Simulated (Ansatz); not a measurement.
# Si₂F (quartet): from Hartree-Fock to the top rungs, def2-QZVPP

How much of the correlation energy of Si₂F (quartet) does each wave-function method recover here?

Method: def2-QZVPP, core rule «outside noble gas», up to 11 orbitals frozen; program: Ansatz 0.2.0, Gaussian basis.

The runs, in order: UHF; ROHF; CCSD(T) on UHF.

## Step 1: What is computed

The geometry is a PBE0/def2-TZVP stationary point (not a proven minimum).

3 atoms, charge 0, spin multiplicity 4.

Atoms are counted from 1 here; the program's logs count them from 0.

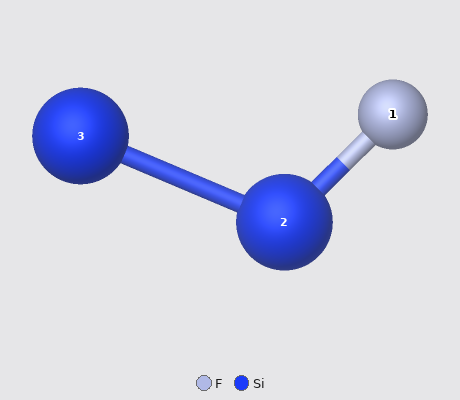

The geometry (fluorine light blue, silicon blue); atoms are numbered from 1 in the order of the file.

Coordinates:

```xyz
3
FSi2
F     0.00000   -0.60620    1.62119
Si    0.00000    0.59449    0.55088
Si    0.00000   -0.18443   -1.64753
```

In the tables R marks a restricted open-shell determinant and U an unrestricted one; energies count from the table's Hartree-Fock row.

## Step 2: UHF

Contents of in.yaml:

```yaml
crystal:
  periodic: [false, false, false]
  atoms:
    - {symbol: F, position_ang: [0.000000, -0.606197, 1.621189]}
    - {symbol: Si, position_ang: [0.000000, 0.594494, 0.550881]}
    - {symbol: Si, position_ang: [0.000000, -0.184433, -1.647532]}
basis:
  gaussian: {orbitals: "def2-QZVPP.json"}
magnetization: {spin_polarized: true, initial_magnetization: 3}
hamiltonian: {xc: hf}
output: {orbitals: {seedname: orbitals}}
```

On the command line:

```console
$ ansatz run in.yaml --threads 1 --pin off --events-out ev --progress --plain --max-ram 2393MiB
```

Log:

```text
Functional definition: HF
  name "HF"
  cite "Fock, Z. Phys. 61, 126 (1930) doi:10.1007/BF01340294"
  parent pbe
  exchange = exact_x
  correlation = 0
1080 factors; their error is unknown
mean field evaluation 1: about -18429.4307 eV, gradient 1.8e1 eV
mean field evaluation 2: about -18430.5963 eV, gradient 1.3e1 eV
mean field evaluation 4: about -18431.2140 eV, gradient 1.1e0 eV
mean field evaluation 8: about -18431.2427 eV, gradient 7.9e-2 eV
mean field evaluation 16: about -18431.3083 eV, gradient 1.2e-5 eV
mean field evaluation 32: about -18427.0702 eV, gradient 8.4e0 eV
mean field evaluation 64: about -18430.9512 eV, gradient 1.5e0 eV
mean field -18431.30831674 eV, -677.3380874506 hartree, gradient 2.1e-5 eV, S^2 3.774475; 0 other end points of the search recorded, 0 dependent functions left out
reference -18431.30831674 eV, -677.3380874506 hartree; 20, 17 occupied and 177, 180 virtual orbitals, 1080 factors
Total energy: -18431.30831674 eV, -677.3380874506 hartree
```

It took 20 s on 1 thread of Arm Neoverse V1, shared host; peak memory 0.56 GiB.

From the report: ⟨S²⟩ of the determinant 3.774 (pure quartet: 3.75).

## Step 3: ROHF

in.yaml, as its differences from that of step 2:

```diff
@@ -8,3 +8,3 @@
   gaussian: {orbitals: "def2-QZVPP.json"}
-magnetization: {spin_polarized: true, initial_magnetization: 3}
+magnetization: {spin_polarized: false, initial_magnetization: 3}
 hamiltonian: {xc: hf}
```

Launched as before.

Log:

```text
Functional definition: HF
  name "HF"
  cite "Fock, Z. Phys. 61, 126 (1930) doi:10.1007/BF01340294"
  parent pbe
  exchange = exact_x
  correlation = 0
1080 factors; their error is unknown
mean field evaluation 1: about -18429.3601 eV, gradient 2.7e1 eV
mean field evaluation 2: about -18430.3623 eV, gradient 2.2e1 eV
mean field evaluation 4: about -18431.0928 eV, gradient 5.8e-1 eV
mean field evaluation 8: about -18431.0962 eV, gradient 1.1e-1 eV
mean field evaluation 16: about -18429.4257 eV, gradient 2.7e1 eV
mean field evaluation 32: about -18427.3964 eV, gradient 4.4e0 eV
mean field evaluation 64: about -18429.6587 eV, gradient 9.4e-1 eV
mean field -18431.16159568 eV, -677.3326955512 hartree, gradient 2.4e-5 eV, S^2 3.750000; 0 other end points of the search recorded, 0 dependent functions left out
reference -18431.16159568 eV, -677.3326955512 hartree; 20, 17 occupied and 177, 180 virtual orbitals, 1080 factors
Total energy: -18431.16159568 eV, -677.3326955512 hartree
```

It took 17 s on 1 thread of Arm Neoverse V1, shared host; peak memory 0.55 GiB.

## Step 4: CCSD(T) on UHF

in.yaml, as its differences from that of step 3:

```diff
@@ -8,4 +8,3 @@
   gaussian: {orbitals: "def2-QZVPP.json"}
-magnetization: {spin_polarized: false, initial_magnetization: 3}
-hamiltonian: {xc: hf}
-output: {orbitals: {seedname: orbitals}}
+magnetization: {spin_polarized: true, initial_magnetization: 3}
+correlation: {method: ccsd_t, electrons: outside_noble_gas}
```

On the command line:

```console
$ ansatz run in.yaml --threads 4 --pin off --events-out ev --progress --plain --max-ram 9574MiB
```

Log, cut to the lines that bear on the results:

```text
Functional definition: HF
  name "HF"
  cite "Fock, Z. Phys. 61, 126 (1930) doi:10.1007/BF01340294"
  parent pbe
[...]
1192 factors; integrals over basis functions are off by at most 1.1e-3 eV
[...]
mean field -18431.30872681 eV, -677.3381025205 hartree, gradient 2.0e-6 eV, S^2 3.774475; 8 other end points of the search recorded, 0 dependent functions left out
determinant -18431.30872681 eV, -677.3381025205 hartree, with singles and doubles -18444.25967069 eV, -677.8140409297 hartree
determinant -18430.12089286 eV, -677.2944504280 hartree, with singles and doubles -18442.46842482 eV, -677.7482138580 hartree
determinant -18429.03885847 eV, -677.2546863977 hartree, with singles and doubles -18441.49614117 eV, -677.7124830929 hartree
determinant -18428.29597206 eV, -677.2273858256 hartree, with singles and doubles -18441.20088292 eV, -677.7016325525 hartree
determinant -18428.14568806 eV, -677.2218629906 hartree, with singles and doubles -18441.43144254 eV, -677.7101054620 hartree
11 core orbitals not correlated: weight in the atoms' cores, before any rotation towards them, 1.000 or more for the frozen orbitals, at most 0.000 for the correlated occupied ones
reference -18431.30872681 eV, -677.3381025205 hartree; 9, 6 occupied and 177, 180 virtual orbitals, 1192 factors
second order -12.20183245 eV of doubles, -0.00000000 eV of singles
cycle   1  -12.71339706 eV  change    -1.1e0 eV  update   2.9e-2
[...]
cycle  11  -12.75407912 eV  change   -1.0e-5 eV  update   1.1e-5
perturbative correction -0.59638304 eV, -0.0219166725 hartree
Total energy: -18444.65918897 eV, -677.8287229556 hartree
```

Wall time 43 s (4 threads of Arm Neoverse V1, shared host); peak memory 3.3 GiB.

From the report: ⟨S²⟩ of the determinant 3.774 (pure quartet: 3.75); correlation -13.3505 eV; T1 0.024; largest double amplitude 0.09.

## Step 5: All levels against the top one

No level here is safe as a reference; UCCSD(T) serves as a yardstick only. Rows without a time are mean-field rows or come out of runs for another level: lower rungs of the coupled-cluster runs, or the Hartree-Fock search.

```csv
method,energy from the lowest ROHF (kcal/mol),from UCCSD(T) (kcal/mol),time
ROHF,0.00,+311.26,
UHF,-3.39,+307.87,
UMP2,-284.77,+26.49,
UCCSD,-297.51,+13.75,
UCCSD(T),-311.26,0,43 s
```

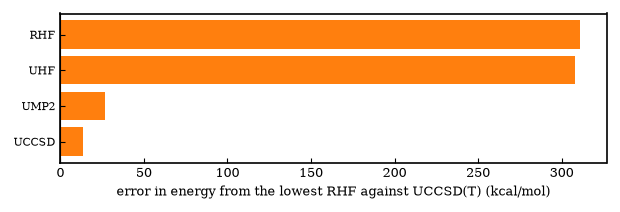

How far each level lands from UCCSD(T).

## Step 6: What came out

| quantity | value |
| --- | --- |
| UCCSD(T) from the ROHF energy | -13.4976 eV |
| UMP2 from UCCSD(T) | +26.49 kcal/mol |
